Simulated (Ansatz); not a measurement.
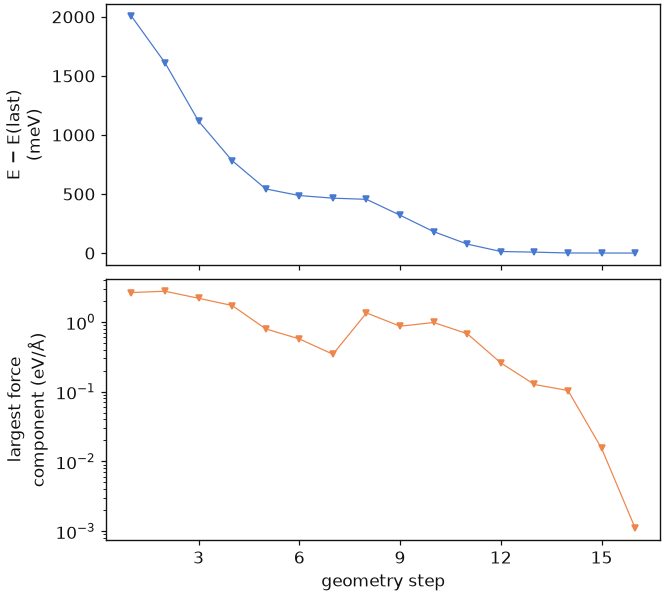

History of a geometry optimisation.

System: BFH$_{4}$N$_{2}$.
Method: RKS PBE0-D4/def2-TZVP (Ansatz 0.2.0).

> How did the optimisation end?

The optimisation met its thresholds at geometry 16, counting the start as the first. The energy fell by about 2000 meV from the first step to the last. The largest force component goes from about 2.6 eV/Å at the start to 1.1 × 10⁻³ eV/Å at the end.
